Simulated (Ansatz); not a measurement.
Starting cell, GaN (zinc blende):

```
GaN
1.0
    0.00000     4.54879     4.54879
    2.27440     2.27440     4.54879
    2.27440     2.27440     0.00000
N Ga
2 2
Direct
  0.00000   0.75000   0.75000
  0.50000   0.75000   0.75000
  0.00000   0.00000   0.00000
  0.50000   0.00000   0.00000
```

A phonon eigenvector at X = (0.5, 0.5, 0.0) is frozen into this cell: atom i moves by Q times the vector below, so Q is the largest atomic displacement, in Å. The cell is held. It is one choice among 2 degenerate patterns. (q is in reciprocal vectors of the primitive cell; the cell shown is doubled to hold the pattern.)

```json
[
 {"atom": "N1", "x": "-0.570", "y": "0.000", "z": "0.000"},
 {"atom": "N2", "x": "0.570", "y": "0.000", "z": "0.000"},
 {"atom": "Ga3", "x": "0.000", "y": "-1.000", "z": "0.000"},
 {"atom": "Ga4", "x": "0.000", "y": "1.000", "z": "0.000"}
]
```

The numbers are results of PBE (plane waves to 420 eV, PAW, scalar-relativistic; Ansatz, a program for electronic structure), not measurements. k mesh 12×12×12 (Γ-centred), Fermi-Dirac smearing 0.05 eV. E stands for the smeared free energy. GaN was relaxed with its symmetry unable to fall. The PAW data are Ansatz's earlier set. The zero of ΔE is the undisplaced structure.

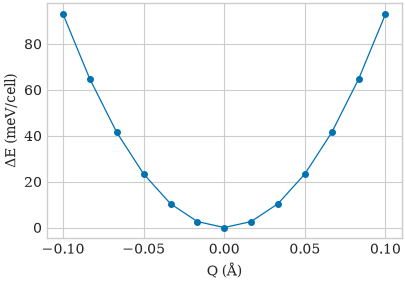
Figure. ΔE (meV/cell) against Q (Å); one marker a computed point.

Question: What is the energy change at Q = 0.100 Å?

Answer: About 93 meV/cell.

Question: What harmonic wavenumber does the curvature at Q = 0 give?

Answer: About 180 cm⁻¹.

(A displaced cell: forces are minus the slopes of the energy, force constants its curvatures, and phonons follow from these.)
